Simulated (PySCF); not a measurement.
C5H9F (SMILES C/C=C(\F)CC)

Input

```
{"job": {"kind": "nmr", "xc": "PBE0", "basis": "pcSseg-1", "pop": false}, "charge": 0, "multiplicity": 1}
C      2.165300     0.274900     0.434600
C      0.852800    -0.337200     0.651500
C     -0.054400    -0.381100    -0.309400
F      0.174700     0.146900    -1.565400
C     -1.469800    -0.862000    -0.036200
C     -2.376500     0.274000    -0.493600
H      2.216300     0.715200    -0.583000
H      2.955200    -0.445200     0.512700
H      2.368000     0.975900     1.274500
H      0.743700    -0.725500     1.662400
H     -1.530400    -1.136700     1.047100
H     -1.726200    -1.705600    -0.659400
H     -3.350700     0.315900    -0.051800
H     -1.771900     1.165500    -0.307200
H     -2.465000     0.372900    -1.551900
```

Launched as:

```sh
OMP_NUM_THREADS=1 python probes_run.py task.json out
```

Geometry: GFN2-xTB, MD frame at 250 fs, 300 K.

These are results of PBE0/pcSseg-1, SCF density, gas phase, non-relativistic in PySCF 2.14.0, not measurements.

Q: What will maps of the electron density and electron localisation function show?

A: C–C (1.32 Å): ρ is about 2.4 e/Å³ halfway; the ELF peaks at about 0.90 between the atoms; a multiple bond.
C–F (1.38 Å): the density is about 2.1 e/Å³ at the midpoint, with its minimum of 1.6 e/Å³ about 0.5 Å from C; the ELF peaks at about 0.85 between the atoms, as expected for a polar covalent bond.
C–H (1.09 Å): ρ at the midpoint is about 2 e/Å³; the ELF climbs to about 1 towards the hydrogen, as it does in any bond to H (a covalent bond by its length).
C–C (1.46 Å): ρ is about 1.8 e/Å³ halfway; the ELF peaks at about 0.95 between the atoms; a shared electron pair.

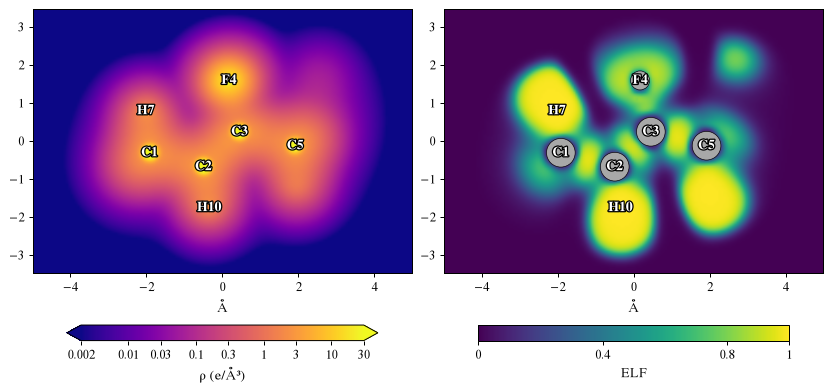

Computed electron density and electron localisation function on the plane of atoms C2, C1 and H7, in this order. Grey discs cover the atomic cores in the ELF map. 
